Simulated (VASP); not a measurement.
Band structure of Zn4S3Se (ordered alloy cell). All values below come from PBEsol GGA, VASP's PBE PAW potentials (set 64) (plane waves; VASP 6.6.1).

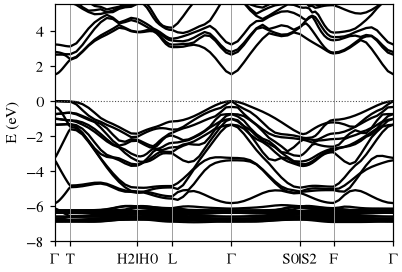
*Bands along high-symmetry lines, zero at the valence-band maximum or, without a gap, the Fermi level*

Problem. Read the plot: is there a gap, and where are the band edges?

Solution. The gap is direct, 1.53 eV, from the valence maximum at Γ to the conduction minimum at Γ. (Edges off the drawn lines would not show.)

The structure was generated: Zn4S3Se was put into an ordered model structure (R3m), which need not be its known phase. It was relaxed first.
